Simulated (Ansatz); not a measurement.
C$_{2}$H$_{5}$BrSn (SMILES C[CH2][Sn][Br])

Input

```
crystal:
  periodic: [false, false, false]
  atoms:
    - {symbol: C, position_ang: [-0.336666, 0.919399, 0.155276]}
    - {symbol: C, position_ang: [0.397905, -0.333985, 0.616353]}
    - {symbol: Sn, position_ang: [1.443521, -1.404303, -0.986830]}
    - {symbol: Br, position_ang: [-0.655069, -1.827941, -2.349478]}
    - {symbol: H, position_ang: [-1.086130, 0.681150, -0.602771]}
    - {symbol: H, position_ang: [-0.852000, 1.412019, 0.985645]}
    - {symbol: H, position_ang: [0.344532, 1.658548, -0.277740]}
    - {symbol: H, position_ang: [1.137665, -0.098597, 1.389084]}
    - {symbol: H, position_ang: [-0.305259, -1.052590, 1.053159]}
basis:
  gaussian: {orbitals: def2-TZVPP}
hamiltonian: {xc: pbe0, dispersion: d4}
output: {orbitals: {seedname: orbitals}}
```

Run with:

```sh
ansatz run in.yaml --threads 4 --pin off --events-out ev --progress --plain --max-ram 10444MiB
```

Geometry: PBE0-D4/def2-TZVP; core potentials replace the inner electrons of Sn.

Computed with RKS PBE0-D4/def2-TZVPP in Ansatz.

**What can the converged electron density and electron localisation function tell about the bonding?**

C–C (1.52 Å): ρ at the midpoint is about 1.6 e/Å³; the ELF peaks at about 0.95 between the atoms: localised, covalent bonding.
C–Sn (2.19 Å): the density is about 0.68 e/Å³ at the midpoint; the ELF peaks at about 0.90 in the valence shell of C, 0.7 Å from its nucleus, and drops to about 0.20 between the two atoms.
C–H (1.09 Å): ρ at the midpoint is about 2 e/Å³; the ELF climbs to about 1 towards the hydrogen, as it does in any bond to H: a covalent bond by its length.

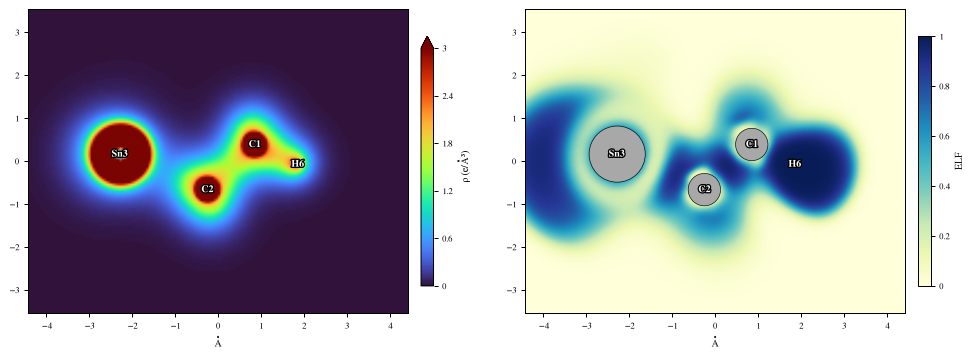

Computed electron density and electron localisation function on the plane of atoms C2, C1 and H6, in this order. Grey discs cover the atomic cores in the ELF map. 
